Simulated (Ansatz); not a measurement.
# H2 (SMILES [H][H]) at UCCSD(T)/pcseg-0 (accuracy low)

Aim: the vertical singlet–triplet gap of H2 at UCCSD(T)/pcseg-0 (accuracy low), from 2 runs. 

The calculation is run with Ansatz 0.2.0.

9 further runs of the same task are left out: 1 that didn't finish, 8 set aside as unsound or not needed.

## 1. The system as given

H2: 2 atoms, total charge 0, spin state singlet. As SMILES, `[H][H]`. The coordinates come from a PBE0-D4/def2-TZVP relaxation.

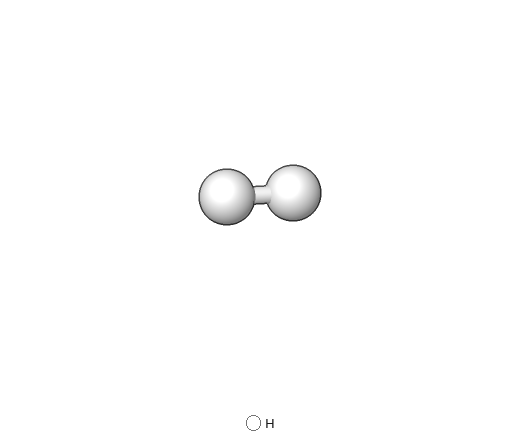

The structure, seen from a chosen angle (hydrogen white).

## 2. Energy and forces at UCCSD(T)/pcseg-0 (accuracy low)

input.yaml

```yaml
crystal:
  periodic: [false, false, false]
  atoms:
    - {symbol: H, position_ang: [0.319300, -0.099200, 0.165500]}
    - {symbol: H, position_ang: [-0.319300, 0.099200, -0.165500]}
basis:
  gaussian:
    orbitals: pcseg-0.json
accuracy: low
magnetization:
  spin_polarized: true
  initial_magnetization: 0
correlation:
  method: ccsd_t
  frozen_orbitals: {H: 0}
output: {forces: true}
```

The basis set pcseg-0 is read from a file made from the Basis Set Exchange's data (not shown).

Command:

```console
$ ansatz run input.yaml --threads 1 --pin off --max-ram 2610MiB --events-out events.jsonl --progress --plain --runs-dir runs
```

The program printed:

```text
Warning: RAYON_NUM_THREADS=1 ignored (pool sized by the plan → 1); use --threads N
Functional definition: HF
  name "HF"
  exchange = exact_x
  correlation = 0
54 factors; integrals over basis functions are off by at most 2.3e-3 eV
mean field evaluation 1: about -30.4383 eV, gradient 2.6e0 eV
mean field evaluation 2: about -30.4359 eV, gradient 2.6e0 eV
mean field evaluation 4: about -30.4946 eV, gradient 9.7e-4 eV
mean field evaluation 8: about -30.4383 eV, gradient 2.6e0 eV
mean field -30.49449968 eV, -1.1206521935 hartree, gradient 1.3e-6 eV, S^2 0.000000; 1 other end points of the search recorded, 0 dependent functions left out
reference -30.49449968 eV, -1.1206521935 hartree; 1, 1 occupied and 3, 3 virtual orbitals, 54 factors
second order -0.46401464 eV of doubles, -0.00000000 eV of singles
cycle   1  -0.60491332 eV  change   -1.4e-1 eV  update   2.7e-2
cycle   2  -0.67291230 eV  change   -6.8e-2 eV  update   9.7e-3
cycle   3  -0.67308952 eV  change   -1.8e-4 eV  update   9.4e-4
cycle   4  -0.67324478 eV  change   -1.6e-4 eV  update   5.9e-5
cycle   5  -0.67319860 eV  change    4.6e-5 eV  update   6.8e-6
cycle   6  -0.67321104 eV  change   -1.2e-5 eV  update   1.9e-6
cycle   7  -0.67321140 eV  change   -3.6e-7 eV  update   7.0e-8
perturbative correction 0.00000000 eV, 0.0000000000 hartree
the calculation of the forces begins
mean field evaluation 16: about -30.4945 eV, gradient 1.3e-6 eV
Total energy: -31.16771108 eV, -1.1453922560 hartree
Atom 0 at     0.319300    -0.099200     0.165500 Å, force     0.374595    -0.116379     0.194161 eV/Å
Atom 1 at    -0.319300     0.099200    -0.165500 Å, force    -0.374595     0.116379    -0.194161 eV/Å
Dipole moment:     0.000000    -0.000000     0.000000 e Å
```

Wall time 0.1 s (1 thread of Arm Neoverse V2, shared host).

## 3. The triplet

input.yaml: that of step 2 with these lines changed.

```diff
@@ -8,6 +8,7 @@
     orbitals: pcseg-0.json
-accuracy: low
 magnetization:
   spin_polarized: true
-  initial_magnetization: 0
+  initial_magnetization: 2
+output: {forces: true}
+accuracy: low
 correlation:
@@ -15,2 +16 @@
   frozen_orbitals: {H: 0}
-output: {forces: true}
```

The basis set pcseg-0 is read from a file made from the Basis Set Exchange's data (not shown).

Command:

```console
$ ansatz run input.yaml --threads 1 --pin off --max-ram 2610MiB --events-out events.jsonl --progress --plain --runs-dir runs
```

The program printed (excerpt; [...] marks lines left out):

```text
Warning: RAYON_NUM_THREADS=1 ignored (pool sized by the plan → 1); use --threads N
[... 2 set-up lines as earlier in the session ...]
[...]
55 factors; integrals over basis functions are off by at most 2.2e-5 eV
[...]
a density is far from that of the atoms, so the factors are made again for it
58 factors; integrals over basis functions are off by at most 5.4e-7 eV
[...]
mean field -20.69248070 eV, -0.7604346399 hartree, gradient 7.9e-7 eV, S^2 2.000000; 1 other end points of the search recorded, 0 dependent functions left out
reference -20.69248070 eV, -0.7604346399 hartree; 2, 0 occupied and 2, 4 virtual orbitals, 58 factors
second order -0.03048462 eV of doubles, -0.00000000 eV of singles
cycle   1  -0.04053635 eV  change   -1.0e-2 eV  update   6.9e-3
[...]
cycle   4  -0.04547379 eV  change   -9.5e-7 eV  update   3.2e-7
perturbative correction 0.00000000 eV, 0.0000000000 hartree
[...]
Total energy: -20.73795450 eV, -0.7621057711 hartree
Atom 0 at     0.319300    -0.099200     0.165500 Å, force    13.056119    -4.056270     6.767265 eV/Å
Atom 1 at    -0.319300     0.099200    -0.165500 Å, force   -13.056119     4.056270    -6.767265 eV/Å
Dipole moment:    -0.000000     0.000000    -0.000000 e Å
```

Run time: 0.1 s. Hardware: 1 thread of Arm Neoverse V2, shared host.

## 4. Summary of results

Level: UCCSD(T)/pcseg-0 (accuracy low).

| quantity | value |
| --- | --- |
| singlet: total energy | -1.14539 Eh |
| singlet: dipole moment (correlated density) | 0.00 D |
| singlet: correlation energy | -24.7 mEh |
| singlet: (T) correction | 0.00 mEh |
| singlet: T1 diagnostic | 0.004 |
| singlet: largest force on an atom | 0.438 eV/Å |
| triplet: total energy | -0.76211 Eh |
| triplet: dipole moment (correlated density) | 0.00 D |
| triplet: correlation energy | -1.7 mEh |
| triplet: (T) correction | 0.00 mEh |
| triplet: ⟨S²⟩ of the reference determinant | 2.000 |
| triplet: T1 diagnostic | 0.000 |
| triplet: largest force on an atom | 15.255 eV/Å |
| vertical energy of the triplet above the singlet | 10.430 eV |

In words: At this shape the triplet lies 10.43 eV (241 kcal/mol) above the singlet. The largest force (singlet) is 0.44 eV/Å: the shape isn't a stationary point for this species at this level. The triples (singlet) make up 0.0 % of the correlation energy. The accuracy setting (singlet) is loose, so the last digits carry no meaning. The triples (triplet) make up 0.0 % of the correlation energy. The accuracy setting (triplet) is loose, so the last digits carry no meaning.
